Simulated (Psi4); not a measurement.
**A workflow on BCNF2 (SMILES N#CB(F)F)**

Wanted: a geometry optimisation (singlet BCNF2, MP2/def2-SVPD), then the energy (doublet [BCNF2]+, UMP2/def2-SVPD), then a geometry optimisation (doublet [BCNF2]+, UMP2/def2-SVPD), then the energy (doublet [BCNF2]−, UMP2/def2-SVPD), then a geometry optimisation (doublet [BCNF2]−, UMP2/def2-SVPD) of CBF2N. 

Program for the calculation: Psi4 1.11.

### 1 Starting point

BCNF2 has 5 atoms, charge 0, and is taken as a singlet. As SMILES, `N#CB(F)F`. Geometry: relaxed at PBE0-D4/def2-TZVP. The run starts from this shape.

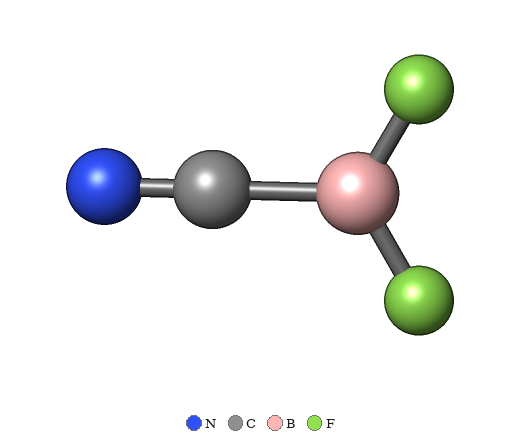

Viewed from a chosen angle; nitrogen blue, carbon grey, boron pink, fluorine green.

### 2 A structure relaxation at MP2/def2-SVPD (density fitting, density fitting for correlation) (run 1)

calc.dat reads:

```
memory 1.6 GB

molecule geom {
  N     -1.35134315     3.38204285     1.51367063
  C     -0.60357852     1.52085159     0.67897860
  B      0.40062194    -0.97774430    -0.44181797
  F      2.74237055    -1.64935296    -0.04951082
  F     -1.09358451    -2.41488101    -1.77993304
  units bohr
  symmetry c1
}

set basis def2-SVPD
set reference rhf
set num_frozen_docc 5

E = optimize('mp2')
```

Command:

```console
$ psi4 -n 1 calc.dat calc.out
```

calc.out:

```text
[...]
  Running in c1 symmetry.
[...]
  Nuclear repulsion =  133.934054851842859
[...]
  Multiplicity = 1
[...]
  Nalpha       = 18
  Nbeta        = 18
[...]
    Number of basis functions: 106
[...]
   @DF-RHF iter   1:  -315.68428873823859   -1.24227e+00   4.17234e-03 ADIIS/DIIS
[...]
   @DF-RHF iter  11:  -315.75647724665191    9.66338e-13   5.56019e-11 DIIS
[...]
    Orbital Energies [Eh]
    ---------------------
    Doubly Occupied:
       1A    -26.361973     2A    -26.361971     3A    -15.638615
       4A    -11.308336     5A     -7.811511     6A     -1.669453
       7A     -1.639942     8A     -1.233293     9A     -0.887705
      10A     -0.832260    11A     -0.815765    12A     -0.762179
      13A     -0.707839    14A     -0.703735    15A     -0.697577
      16A     -0.595949    17A     -0.510284    18A     -0.509998
[...]
  @DF-RHF Final Energy:  -315.75647724665191
   => Energetics <=
    Nuclear Repulsion Energy =            132.1866140258361781
    One-Electron Energy =                -697.7894113975065693
    Two-Electron Energy =                 249.8463201250184795
    Total Energy =                       -315.7564772466519116
[...]
 Multipole Moments:
 ------------------------------------------------------------------------------------
     Multipole            Electronic (a.u.)      Nuclear  (a.u.)        Total (a.u.)
 ------------------------------------------------------------------------------------
 L = 1.  Multiply by 2.5417464519 to convert [e a0] to [Debye]
 Dipole X            :          1.0690459           -0.8411773            0.2278686
 Dipole Y            :         -2.6602501            2.0931421           -0.5671080
 Dipole Z            :         -1.1931877            0.9388426           -0.2543451
 Magnitude           :                                                    0.6619871
[...]
  -Total Gradient:
     Atom            X                  Y                   Z
    ------   -----------------  -----------------  -----------------
       1       -0.000008938341     0.000024995189     0.000010599749
       2       -0.000009136639     0.000018834760     0.000009373257
       3        0.000093260292    -0.000233514672    -0.000104754619
       4       -0.000094226214     0.000083497621     0.000016818265
       5        0.000019040902     0.000106187100     0.000067963347
[...]
    Final optimized geometry and variables:
    Molecular point group: c1
    Full point group: C1
    Geometry (in Bohr), charge = 0, multiplicity = 1:
    N           -1.502392741588     3.738567468063     1.676850242013
    C           -0.734238005170     1.826901248347     0.819455604722
    B            0.274759203622    -0.683745099855    -0.306670139202
    F            2.643147382643    -1.370057857336     0.085952675280
    F           -1.231235833903    -2.143221271525    -1.661785118998
    Psi4 run time: 0:00:08.12
[...]
```

The script printed:

```text
Optimizer: Optimization complete!
```

Run time: 9 s. Hardware: 1 thread of AMD EPYC 9R45 (Zen 5), shared host; peak memory 0.29 GiB.

The path in brief:

```csv
step,energy from the first frame kept (eV),largest force (eV/Å)
0,0.0000,3.6250
1,-0.0667,0.4423
2,-0.0680,0.0524
3,-0.0680,0.0140
```

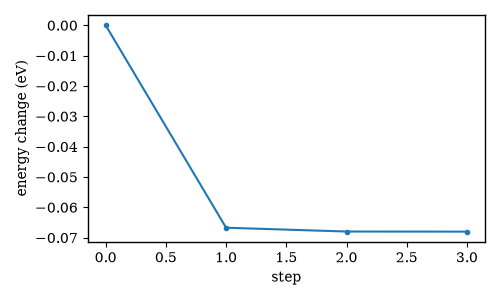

Energy along the run.

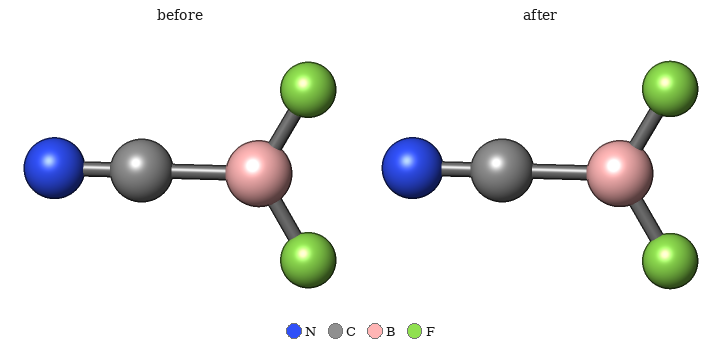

Before and after, at one scale.

After the run. Bond lengths: N1–C2 1.181 Å, C2–B3 1.551 Å, B3–F4 1.321 Å, B3–F5 1.321 Å. Angles: N1–C2–B3 180.0°, C2–B3–F4 120.1°, C2–B3–F5 120.1°, F4–B3–F5 119.8°.

### 3 The doublet cation: the energy at UMP2/def2-SVPD (density fitting, density fitting for correlation) (run 2)

job.in reads:

```
memory 1.6 GB

molecule molecule1 {
  1 2
  N     -0.727525     1.820555     0.814850
  C     -0.321035     0.808945     0.361136
  B      0.212904    -0.519632    -0.234784
  F      1.466201    -0.882813    -0.027017
  F     -0.584034    -1.291954    -0.951880
  symmetry c1
}

set basis def2-SVPD
set reference uhf
set num_frozen_docc 5

energy('mp2')
```

Command:

```console
$ psi4 -n 1 job.in job.out
```

job.out:

```text
[...]
  Running in c1 symmetry.
[...]
  Nuclear repulsion =  132.186605700302437
[...]
  Multiplicity = 2
[...]
  Nalpha       = 18
  Nbeta        = 17
[...]
    Number of basis functions: 106
[...]
   @DF-UHF iter   1:  -315.15306115972612   -8.18837e-01   4.38629e-03 DIIS/ADIIS
[...]
   @DF-UHF iter  18:  -315.29723038238558   -4.63274e-11   9.78169e-09 DIIS
[...]
   @S^2 Observed:                1.249523323E+00
[...]
    Orbital Energies [Eh]
    ---------------------
    Alpha Occupied:
       1A    -26.546647     2A    -26.546645     3A    -16.094244
       4A    -11.670020     5A     -8.033933     6A     -1.849944
       7A     -1.820478     8A     -1.663453     9A     -1.183577
      10A     -1.100055    11A     -1.023697    12A     -0.996895
      13A     -0.966641    14A     -0.959111    15A     -0.936600
      16A     -0.887117    17A     -0.881295    18A     -0.881268
    Alpha Virtual:
      19A     -0.223440    20A     -0.170515    21A     -0.096376
      22A     -0.040681    23A      0.019100    24A      0.021816
      25A      0.025948    26A      0.029076    27A      0.042903
[...]
  @DF-UHF Final Energy:  -315.29723038238558
   => Energetics <=
    Nuclear Repulsion Energy =            132.1866057003024366
    One-Electron Energy =                -688.4154432395557706
    Two-Electron Energy =                 240.9316071568678126
    Total Energy =                       -315.2972303823855782
  UHF NO Occupations:
  HONO-2 :   16  A 1.8797659
  HONO-1 :   17  A 1.8574008
[...]
 Multipole Moments:
 ------------------------------------------------------------------------------------
     Multipole            Electronic (a.u.)      Nuclear  (a.u.)        Total (a.u.)
 ------------------------------------------------------------------------------------
 L = 1.  Multiply by 2.5417464519 to convert [e a0] to [Debye]
 Dipole X            :         -0.1266473           -0.8411780           -0.9678253
 Dipole Y            :          0.3150700            2.0931423            2.4082122
 Dipole Z            :          0.1413346            0.9388427            1.0801774
 Magnitude           :                                                    2.8112195
[...]
```

Wall time 2 s (1 thread of AMD EPYC 9R45 (Zen 5), shared host); peak memory 0.22 GiB.

### 4 The doublet cation: a structure relaxation at UMP2/def2-SVPD (density fitting, density fitting for correlation) (run 3)

cbf2n.py reads:

```python
import psi4

psi4.set_memory('1600 MB')
psi4.set_num_threads(1)
psi4.core.set_output_file('output.dat', False)

m = psi4.geometry("""
1 2
N     -1.37482300     3.44035034     1.53984333
C     -0.60666823     1.52868450     0.68244813
B      0.40233025    -0.98196217    -0.44367746
F      2.77071833    -1.66827479    -0.05105473
F     -1.10366431    -2.44143923    -1.79879250
units bohr
symmetry c1
""")

options = {'reference': 'uhf', 'geom_maxiter': 50, 'num_frozen_docc': 5}
psi4.set_options(options)

E = psi4.optimize('mp2/def2-SVPD', molecule=m)
print(f'mp2/def2-SVPD energy: {E:.10f} Eh')
m.save_xyz_file('final.xyz', False)
```

Command:

```console
$ python cbf2n.py
```

output.dat, shortened:

```text
[...]
  Running in c1 symmetry.
[...]
  Nuclear repulsion =  132.186605840439967
[...]
  Multiplicity = 2
[...]
  Nalpha       = 18
  Nbeta        = 17
[...]
    Number of basis functions: 106
[...]
   @DF-UHF iter   1:  -315.15306116695211   -8.18837e-01   4.38629e-03 ADIIS/DIIS
[...]
	DF-SCS-MP2 Total Energy (a.u.)     :  -315.93655097834733
	DF-SOS-MP2 Total Energy (a.u.)     :  -315.92175952859571
[...]
   @DF-UHF iter  15:  -315.30930635907367    3.41061e-13   7.01016e-11 DIIS
[...]
   @S^2 Observed:                1.025947749E+00
[...]
  @DF-UHF Final Energy:  -315.30930635907367
   => Energetics <=
    Nuclear Repulsion Energy =            132.8753505763160945
    One-Electron Energy =                -689.6143626106588727
    Two-Electron Energy =                 241.4297056752690764
    Total Energy =                       -315.3093063590736733
  UHF NO Occupations:
  HONO-2 :   16  A 1.9349621
  HONO-1 :   17  A 1.9250750
[...]
 Multipole Moments:
 ------------------------------------------------------------------------------------
     Multipole            Electronic (a.u.)      Nuclear  (a.u.)        Total (a.u.)
 ------------------------------------------------------------------------------------
 L = 1.  Multiply by 2.5417464519 to convert [e a0] to [Debye]
 Dipole X            :          0.0804114           -0.8508154           -0.7704040
 Dipole Y            :         -0.2001321            2.1171154            1.9169834
 Dipole Z            :         -0.0897397            0.9495911            0.8598514
 Magnitude           :                                                    2.2377873
[...]
	DF-SCS-MP2 Total Energy (a.u.)     :  -315.95722067159556
	DF-SOS-MP2 Total Energy (a.u.)     :  -315.94339679865283
	DF-SCS(N)-MP2 Total Energy (a.u.)  :  -315.63983467905570
[...]
	DF-MP2 Total Energy (a.u.)         :  -315.98486841748098
[...]
    Final optimized geometry and variables:
    Molecular point group: c1
    Full point group: C1
    Geometry (in Bohr), charge = 1, multiplicity = 2:
    N           -1.480199163018     3.683266081953     1.652048314086
    C           -0.745479339769     1.854946475493     0.832023137198
    B            0.340810141715    -0.848079791802    -0.380372000998
    F            2.675310207483    -1.299772980547     0.137699820464
    F           -1.310931982834    -2.095230024677    -1.660480482092
[...]
```

On the terminal:

```text
Some dependencies such as QCElemental have not yet finished migration to pydantic v2. If issues are encountered please downgrade pydantic or upgrade QCElemental as appropriate
Inverting a small eigenvalue. System may include redundancies
Smallest inverted value is 1.114e-10.
	Previous geometry is closer to target in internal coordinates, so using that one.

	Best geometry has RMS(Delta(q)) = 1.81e-12

Inverting a small eigenvalue. System may include redundancies
Smallest inverted value is 1.934e-10.
Inverting a small eigenvalue. System may include redundancies
Smallest inverted value is 2.655e-10.
Inverting a small eigenvalue. System may include redundancies
Smallest inverted value is 2.899e-10.
Inverting a small eigenvalue. System may include redundancies
Smallest inverted value is 3.127e-10.
Optimizer: Optimization complete!
mp2/def2-SVPD energy: -315.9848684175 Eh
```

Run time: 25 s. Hardware: 1 thread of AMD EPYC 9R45 (Zen 5), shared host; peak memory 0.69 GiB.

The path in brief:

```csv
step,energy from the first frame kept (eV),largest force (eV/Å)
0,0.0000,10.1161
1,-0.4374,3.0005
2,-0.5003,0.6982
3,-0.5093,0.1175
4,-0.5097,0.0471
5,-0.5098,0.0121
```

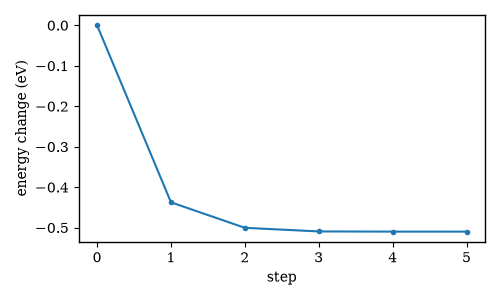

Energy along the run.

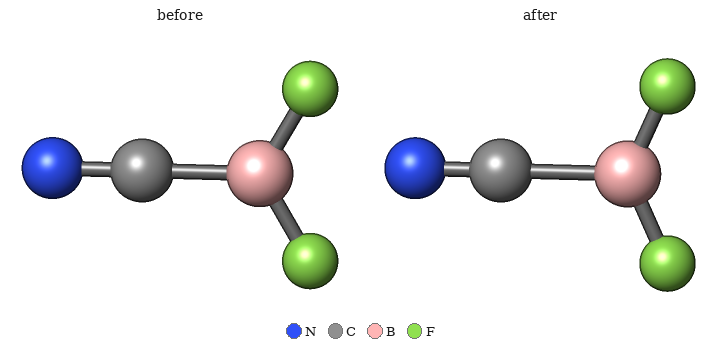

Before and after, at one scale.

After the run. Bond lengths: N1–C2 1.129 Å, C2–B3 1.670 Å, B3–F4 1.288 Å, B3–F5 1.288 Å. Angles: N1–C2–B3 180.0°, C2–B3–F4 114.0°, C2–B3–F5 114.0°, F4–B3–F5 131.9°.

### 5 The doublet anion: the energy at UMP2/def2-SVPD (density fitting, density fitting for correlation) (run 4)

calc.in reads:

```
memory 1600 MB

molecule {
  -1 2
  N     -1.37482300     3.44035034     1.53984333
  C     -0.60666823     1.52868450     0.68244813
  B      0.40233025    -0.98196217    -0.44367746
  F      2.77071833    -1.66827479    -0.05105473
  F     -1.10366431    -2.44143923    -1.79879250
  units bohr
  symmetry c1
}

set {
  basis           def2-SVPD
  reference       uhf
  num_frozen_docc 5
}

energy('mp2')
```

Command:

```console
$ psi4 -n 1 calc.in calc.out
```

calc.out:

```text
[...]
  Running in c1 symmetry.
[...]
  Nuclear repulsion =  132.186605840439967
[...]
  Multiplicity = 2
[...]
  Nalpha       = 19
  Nbeta        = 18
[...]
    Number of basis functions: 106
[...]
   @DF-UHF iter   1:  -315.62272779469481   -1.28850e+00   4.69017e-03 DIIS/ADIIS
[...]
   @DF-UHF iter  20:  -315.74372415696666   -2.78533e-12   3.53012e-09 DIIS
[...]
   @S^2 Observed:                8.359086018E-01
[...]
    Orbital Energies [Eh]
    ---------------------
    Alpha Occupied:
       1A    -26.104182     2A    -26.104175     3A    -15.350813
       4A    -11.031551     5A     -7.485947     6A     -1.418590
       7A     -1.389608     8A     -0.981887     9A     -0.635069
      10A     -0.569749    11A     -0.563620    12A     -0.534410
      13A     -0.484081    14A     -0.456040    15A     -0.439129
      16A     -0.346324    17A     -0.313376    18A     -0.259181
      19A     -0.020016
    Alpha Virtual:
      20A      0.217501    21A      0.291881    22A      0.297679
      23A      0.334382    24A      0.365977    25A      0.371579
[...]
  @DF-UHF Final Energy:  -315.74372415696666
   => Energetics <=
    Nuclear Repulsion Energy =            132.1866058404399666
    One-Electron Energy =                -707.2289585236445646
    Two-Electron Energy =                 259.2986285262379624
    Total Energy =                       -315.7437241569666639
  UHF NO Occupations:
  HONO-2 :   17  A 1.9849647
  HONO-1 :   18  A 1.9759926
[...]
 Multipole Moments:
 ------------------------------------------------------------------------------------
     Multipole            Electronic (a.u.)      Nuclear  (a.u.)        Total (a.u.)
 ------------------------------------------------------------------------------------
 L = 1.  Multiply by 2.5417464519 to convert [e a0] to [Debye]
 Dipole X            :          1.4091102           -0.8411780            0.5679322
 Dipole Y            :         -3.5063721            2.0931423           -1.4132299
 Dipole Z            :         -1.5727343            0.9388427           -0.6338916
 Magnitude           :                                                    1.6497225
[...]
```

Run time: 2.2 s. Hardware: 1 thread of AMD EPYC 9R45 (Zen 5), shared host; peak memory 0.22 GiB.

### 6 The doublet anion: a geometry optimisation at UMP2/def2-SVPD (density fitting, density fitting for correlation) (run 5)

input.dat reads:

```
memory 1600 MB

molecule geom {
  -1 2
  N     -0.727525     1.820555     0.814850
  C     -0.321035     0.808945     0.361136
  B      0.212904    -0.519632    -0.234784
  F      1.466201    -0.882813    -0.027017
  F     -0.584034    -1.291954    -0.951880
  symmetry c1
}

set basis def2-SVPD
set reference uhf
set geom_maxiter 50
set num_frozen_docc 5

result = opt("mp2")
print_variables()
```

Command:

```console
$ psi4 input.dat output.dat -n 1
```

output.dat, shortened:

```text
[...]
  Running in c1 symmetry.
[...]
  Nuclear repulsion =  132.186605700302437
[...]
  Multiplicity = 2
[...]
  Nalpha       = 19
  Nbeta        = 18
[...]
    Number of basis functions: 106
[...]
   @DF-UHF iter   1:  -315.62272780553133   -1.28850e+00   4.69017e-03 DIIS/ADIIS
[...]
	Warning: cc_lambda option is changed to TRUE
	For this residual convergence, default PCG convergence is:     1.00e-07
[...]
	DF-SCS-MP2 Total Energy (a.u.)     :  -316.45917047586818
	DF-SOS-MP2 Total Energy (a.u.)     :  -316.44327128838626
[...]
	Warning: cc_lambda option is changed to TRUE
	For this residual convergence, default PCG convergence is:     1.00e-07
[...]
   @DF-UHF iter  15:  -315.75144200783348    1.70530e-13   7.79671e-11 DIIS
[...]
   @S^2 Observed:                8.423442265E-01
[...]
  @DF-UHF Final Energy:  -315.75144200783348
   => Energetics <=
    Nuclear Repulsion Energy =            129.4783935542535573
    One-Electron Energy =                -702.0238553844283160
    Two-Electron Energy =                 256.7940198223412835
    Total Energy =                       -315.7514420078334751
  UHF NO Occupations:
  HONO-2 :   17  A 1.9833933
  HONO-1 :   18  A 1.9743685
[...]
 Multipole Moments:
 ------------------------------------------------------------------------------------
     Multipole            Electronic (a.u.)      Nuclear  (a.u.)        Total (a.u.)
 ------------------------------------------------------------------------------------
 L = 1.  Multiply by 2.5417464519 to convert [e a0] to [Debye]
 Dipole X            :          1.2617057           -0.8392752            0.4224304
 Dipole Y            :         -3.1395289            2.0884028           -1.0511261
 Dipole Z            :         -1.4081902            0.9367053           -0.4714848
 Magnitude           :                                                    1.2270336
[...]
	DF-SCS-MP2 Total Energy (a.u.)     :  -316.47004672667589
	DF-SOS-MP2 Total Energy (a.u.)     :  -316.45421798058055
	DF-SCS(N)-MP2 Total Energy (a.u.)  :  -316.12045295153263
[...]
	DF-MP2 Total Energy (a.u.)         :  -316.50170421886662
[...]
```

On the terminal:

```text
Optimizer: Optimization complete!
```

It took 27 s on 1 thread of AMD EPYC 9R45 (Zen 5), shared host; peak memory 0.69 GiB.

The path in brief:

```csv
step,energy from the first frame kept (eV),largest force (eV/Å)
0,0.0000,5.0184
1,-0.2527,1.6899
2,-0.2909,0.1966
3,-0.2920,0.1142
4,-0.2921,0.0233
5,-0.2921,0.0017
```

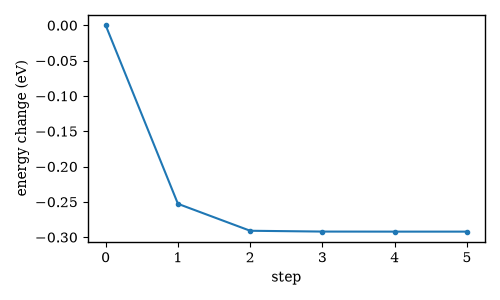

Energy along the run.

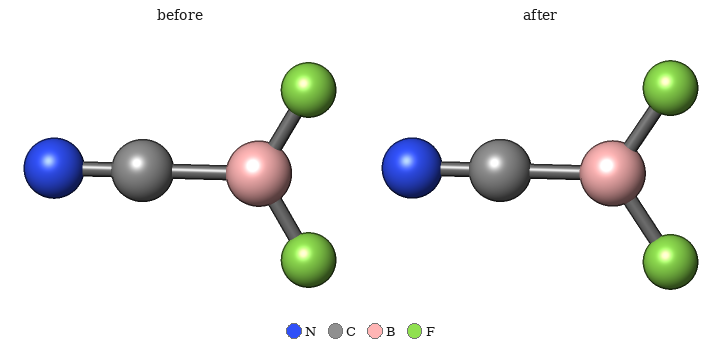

Before and after, at one scale.

After the run. Bond lengths: N1–C2 1.175 Å, C2–B3 1.499 Å, B3–F4 1.401 Å, B3–F5 1.401 Å. Angles: N1–C2–B3 180.0°, C2–B3–F4 123.4°, C2–B3–F5 123.4°, F4–B3–F5 113.1°.

### 7 Outcome

| quantity | value |
| --- | --- |
| run 1, MP2/def2-SVPD: total energy at the end | -316.51107 Eh |
| run 1, MP2/def2-SVPD: correlation energy (5 core orbitals frozen) | -754.6 mEh |
| doublet cation, run 2: total energy | -315.96613 Eh |
| doublet cation, run 2: HOMO energy (Hartree–Fock orbitals) (highest over α and β) | -22.83 eV |
| doublet cation, run 2: LUMO energy (Hartree–Fock orbitals) (lowest over α and β) | -9.74 eV |
| doublet cation, run 2: correlation energy (5 core orbitals frozen) | -668.9 mEh |
| doublet cation, run 2: ⟨S²⟩ of the reference determinant | 1.250 |
| doublet cation, run 3: total energy at the end | -315.98487 Eh |
| doublet cation, run 3: HOMO energy (Hartree–Fock orbitals) (highest over α and β) | -22.87 eV |
| doublet cation, run 3: LUMO energy (Hartree–Fock orbitals) (lowest over α and β) | -9.24 eV |
| doublet cation, run 3: correlation energy (5 core orbitals frozen) | -675.6 mEh |
| doublet cation, run 3: ⟨S²⟩ of the reference determinant | 1.026 |
| doublet anion, run 4: total energy | -316.49097 Eh |
| doublet anion, run 4: HOMO energy (Hartree–Fock orbitals) (highest over α and β) | -0.54 eV |
| doublet anion, run 4: LUMO energy (Hartree–Fock orbitals) (lowest over α and β) | 5.92 eV |
| doublet anion, run 4: correlation energy (5 core orbitals frozen) | -747.2 mEh |
| doublet anion, run 4: ⟨S²⟩ of the reference determinant | 0.836 |
| doublet anion, run 5: total energy at the end | -316.50170 Eh |
| doublet anion, run 5: HOMO energy (Hartree–Fock orbitals) (highest over α and β) | -1.29 eV |
| doublet anion, run 5: LUMO energy (Hartree–Fock orbitals) (lowest over α and β) | 5.97 eV |
| doublet anion, run 5: correlation energy (5 core orbitals frozen) | -750.3 mEh |
| doublet anion, run 5: ⟨S²⟩ of the reference determinant | 0.842 |
| adiabatic electron affinity (to the doublet anion, no zero-point term) | -0.255 eV |
| adiabatic ionisation energy (to the doublet cation, no zero-point term) | 14.319 eV |

In words: The adiabatic electron affinity (to the doublet anion, no zero-point term) is −0.25 eV (−24.6 kJ/mol). A negative value puts this state of the anion above the relaxed parent: the electron is not bound at this level, and such a value depends on the basis. The adiabatic ionisation energy (to the doublet cation, no zero-point term) is 14.32 eV (1382 kJ/mol). The optimisation (run 1, MP2/def2-SVPD) took 4 steps and changed the energy by -0.068 eV. ⟨S²⟩ (doublet cation, run 2) is 1.25 where a pure doublet has 0.75: the reference is spin-contaminated. ⟨S²⟩ (doublet cation, run 3) is 1.03 where a pure doublet has 0.75: the reference is spin-contaminated.
